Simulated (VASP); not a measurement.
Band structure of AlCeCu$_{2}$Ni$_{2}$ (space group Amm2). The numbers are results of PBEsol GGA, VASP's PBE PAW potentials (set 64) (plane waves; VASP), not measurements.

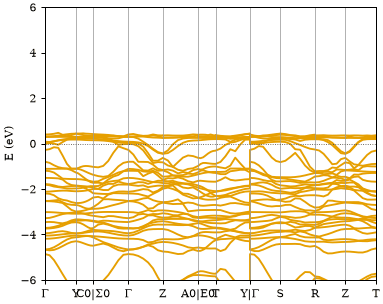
Figure: Bands along high-symmetry lines, zero at the valence-band maximum or, without a gap, the Fermi level

**Question.** Read the plot: is there a gap, and where are the band edges?

**Answer.** It has no gap at this level: it comes out as a metal or semimetal. (Edges off the drawn lines would not show.)

The structure comes from a computed database's AlCeCu2Ni2 entry (Amm2); how it stands against other phases isn't given here. It was relaxed first. The run is not spin-polarised, so no magnetic state was tried. The electron count is odd and the run is not spin-polarised, which forces a metal.
